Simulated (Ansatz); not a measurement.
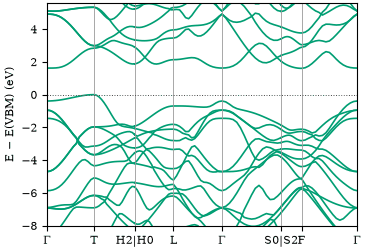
Figure: Band structure from DFT-r²SCAN+D4 in the program Ansatz with PAW potentials

The gap is 1.58 eV; an edge lies off the plotted path or next to a special point (maximum at T, minimum off the standard path).

The material is B (α-B12, R-3m).

The r²SCAN+D4 relaxation kept the symmetry of its start.

Potentials: the later of the program's two PAW sets.
